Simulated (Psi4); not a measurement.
**BHF2 (SMILES FBF), step by step**

We compute a structure relaxation (PBE/6-31G*), then vibrational wavenumbers of BHF2. Input form: an ASE script.

The calculation is run with Psi4 1.11.

**1. The structure to begin with**

BHF2: 4 atoms, total charge 0, spin state singlet. SMILES: `FBF`. The shape is that of a PBE0-D4/def2-TZVP optimisation. The run starts from this shape.

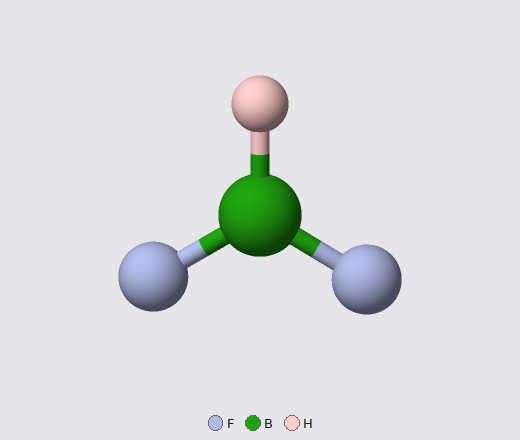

Viewed from a chosen angle; fluorine light blue, boron green, hydrogen pink.

**2. A geometry optimisation at PBE/6-31G(d) (density fitting, Cartesian functions) (run 1)**

run_ase.py

```python
import numpy as np
from ase.calculators.psi4 import Psi4
from ase import Atoms
from ase.optimize import BFGS

a = Atoms(['F', 'B', 'F', 'H'], positions=[
    [1.154300, 0.456900, -0.361900],
    [-0.001900, -0.031000, 0.025200],
    [-1.095400, 0.528700, -0.438900],
    [-0.057000, -0.954600, 0.775600],
])
calc = Psi4(atoms=a, method='pbe', basis='6-31G*', memory='1600MB', num_threads=1, charge=0, multiplicity=1, label='psi4-calc')
a.calc = calc

opt = BFGS(a)
done = opt.run(fmax=0.02, steps=60)
print('converged:', done)
for s, p in zip(a.symbols, a.positions):
    print(f'{s:2s} {p[0]:12.6f} {p[1]:12.6f} {p[2]:12.6f}')
```

The run is started by

```
python run_ase.py
```

psi4-calc.dat:

```text
[...]
  Running in c1 symmetry.
[...]
  Nuclear repulsion =   61.198743177587609
[...]
  Multiplicity = 1
[...]
  Nalpha       = 12
  Nbeta        = 12
[...]
    Number of basis functions: 47
[...]
   @DF-RKS iter   1:  -224.95366310473389   -3.63573e-01   8.29902e-03 DIIS/ADIIS
[...]
   @DF-RKS iter  10:  -225.00442767974809    8.52651e-14   1.93150e-09 DIIS
[...]
    Orbital Energies [Eh]
    ---------------------
    Doubly Occupied:
       1A    -24.294039     2A    -24.294031     3A     -6.612420
       4A     -1.127722     5A     -1.101301     6A     -0.509543
       7A     -0.461078     8A     -0.440049     9A     -0.421184
      10A     -0.368955    11A     -0.350745    12A     -0.319681
[...]
  @DF-RKS Final Energy:  -225.00442767974809
   => Energetics <=
    Nuclear Repulsion Energy =             61.1987431775876090
    One-Electron Energy =                -433.8610886883863600
    Two-Electron Energy =                 172.8065165591227981
    DFT Exchange-Correlation Energy =     -25.1485987280721481
    Empirical Dispersion Energy =           0.0000000000000000
    VV10 Nonlocal Energy =                  0.0000000000000000
    Total Energy =                       -225.0044276797480904
[...]
 Multipole Moments:
 ------------------------------------------------------------------------------------
     Multipole            Electronic (a.u.)      Nuclear  (a.u.)        Total (a.u.)
 ------------------------------------------------------------------------------------
 L = 1.  Multiply by 2.5417464519 to convert [e a0] to [Debye]
 Dipole X            :          0.0577319           -0.0681740           -0.0104421
 Dipole Y            :          0.9666200           -1.1416015           -0.1749815
 Dipole Z            :         -0.7853609            0.9275386            0.1421777
 Magnitude           :                                                    0.2257035
[...]
  -Total Gradient:
     Atom            X                  Y                   Z
    ------   -----------------  -----------------  -----------------
       1       -0.000073275306    -0.000040336653     0.000031700455
       2       -0.000006227225    -0.000175774144     0.000144332514
       3        0.000062811356    -0.000040944376     0.000033321325
       4       -0.000007001211    -0.000140446277     0.000113586330
[...]
```

The script printed:

```text
Step     Time          Energy          fmax
BFGS:    0 hh:mm:ss    -6122.669677        0.768931
BFGS:    1 hh:mm:ss    -6122.680197        0.324603
BFGS:    2 hh:mm:ss    -6122.682145        0.103736
BFGS:    3 hh:mm:ss    -6122.682339        0.011700
converged: True
F      1.167969     0.461099    -0.365198
B     -0.001883    -0.031504     0.025601
F     -1.108555     0.533768    -0.443126
H     -0.057469    -0.962339     0.781891
```

Wall time 11 s (1 thread of AMD EPYC 7B13 (Zen 3), shared host); peak memory 0.36 GiB.

Steps, from the record of the run:

```tsv
step	energy from the first frame kept (eV)	largest force (eV/Å)
0	0.0000	0.7689
1	-0.0105	0.3246
2	-0.0125	0.1037
3	-0.0127	0.0117
```

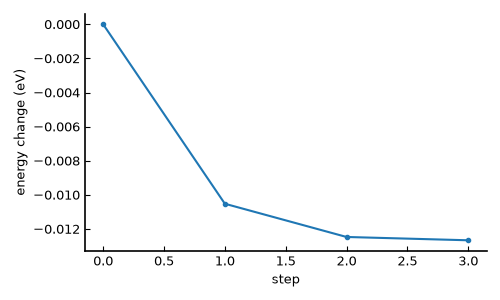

Energy along the run.

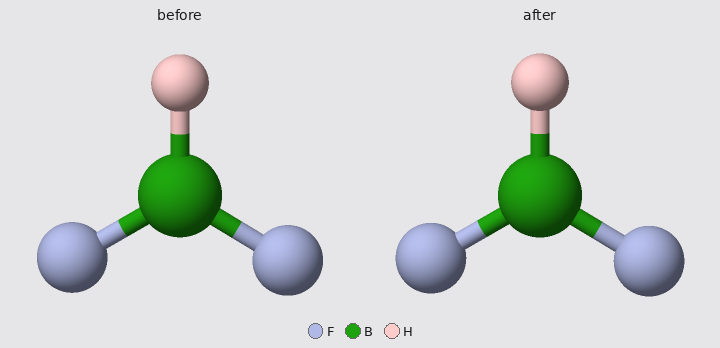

Before and after, at one scale.

After the run. Bond lengths: F1–B2 1.328 Å, B2–F3 1.328 Å, B2–H4 1.201 Å. Angles: F1–B2–F3 118.2°, F1–B2–H4 120.9°, F3–B2–H4 120.9°.

**3. The harmonic vibrations at PBE/6-31G(d) (density fitting, Cartesian functions) (run 2)**

bf2h.xyz

```xyz
4
BF2H
F      1.167780     0.457846    -0.362555
B     -0.002073    -0.034757     0.028244
F     -1.108745     0.530515    -0.440483
H     -0.057659    -0.965592     0.784534
```

bf2h_ase.py

```python
import numpy as np
from ase.calculators.psi4 import Psi4
from ase.io import read
from ase.vibrations import Vibrations

mol = read('bf2h.xyz')
calc = Psi4(atoms=mol, method='pbe', basis='6-31G*', memory='1600MB', num_threads=1, charge=0, multiplicity=1, label='calc')
mol.calc = calc

vib = Vibrations(mol, delta=0.01)
vib.run()
vib.summary()
```

The run is started by

```
python bf2h_ase.py
```

calc.dat:

```text
[...]
  Running in c1 symmetry.
[...]
  Nuclear repulsion =   61.176581139234969
[...]
  Multiplicity = 1
[...]
  Nalpha       = 12
  Nbeta        = 12
[...]
    Number of basis functions: 47
[...]
   @DF-RKS iter   1:  -224.95370538952361   -3.64464e-01   8.30255e-03 DIIS/ADIIS
[...]
   @DF-RKS iter  10:  -225.00440609980538   -2.27374e-13   2.03228e-09 DIIS
[...]
    Orbital Energies [Eh]
    ---------------------
    Doubly Occupied:
       1A    -24.294238     2A    -24.294217     3A     -6.613076
       4A     -1.127897     5A     -1.101475     6A     -0.509593
       7A     -0.461251     8A     -0.439706     9A     -0.421335
      10A     -0.369107    11A     -0.350896    12A     -0.319299
[...]
  @DF-RKS Final Energy:  -225.00440609980538
   => Energetics <=
    Nuclear Repulsion Energy =             61.1765811392349690
    One-Electron Energy =                -433.8153536467665958
    Two-Electron Energy =                 172.7810740402387069
    DFT Exchange-Correlation Energy =     -25.1467076325124950
    Empirical Dispersion Energy =           0.0000000000000000
    VV10 Nonlocal Energy =                  0.0000000000000000
    Total Energy =                       -225.0044060998053794
[...]
 Multipole Moments:
 ------------------------------------------------------------------------------------
     Multipole            Electronic (a.u.)      Nuclear  (a.u.)        Total (a.u.)
 ------------------------------------------------------------------------------------
 L = 1.  Multiply by 2.5417464519 to convert [e a0] to [Debye]
 Dipole X            :          0.0577913           -0.0681741           -0.0103828
 Dipole Y            :          0.9673872           -1.1416013           -0.1742141
 Dipole Z            :         -0.7986080            0.9372967            0.1386887
 Magnitude           :                                                    0.2229191
[...]
  -Total Gradient:
     Atom            X                  Y                   Z
    ------   -----------------  -----------------  -----------------
       1       -0.000006000266     0.000184803892     0.000148281703
       2        0.000095084559     0.001447043966    -0.002106056120
       3        0.000002561316     0.000211756951     0.000126261313
       4       -0.000115038569    -0.002231629692     0.002165788250
[...]
```

On the terminal:

```text
---------------------
  #    meV     cm^-1
---------------------
  0    1.0i      8.4i
  1    1.0i      7.9i
  2    0.9i      7.2i
  3    0.1       1.2
  4    1.1       8.8
  5    3.2      26.2
  6   65.0     524.0
  7  112.8     909.6
  8  134.7    1086.2
  9  142.8    1152.1
 10  178.4    1438.9
 11  330.3    2663.9
---------------------
Zero-point energy: 0.484 eV
```

It took 58 s on 1 thread of AMD EPYC 7B13 (Zen 3), shared host; peak memory 0.62 GiB.

**4. Results**

| quantity | value |
| --- | --- |
| run 1, PBE/6-31G*: total energy at the end | -225.00443 Eh |
| run 1, PBE/6-31G*: dipole moment | 0.57 D |
| run 1, PBE/6-31G*: HOMO energy | -8.70 eV |
| run 1, PBE/6-31G*: LUMO energy | -0.87 eV |
| run 1, PBE/6-31G*: HOMO–LUMO gap | 7.83 eV |

What this shows: The optimisation (run 1, PBE/6-31G*) took 3 steps and changed the energy by -0.013 eV.
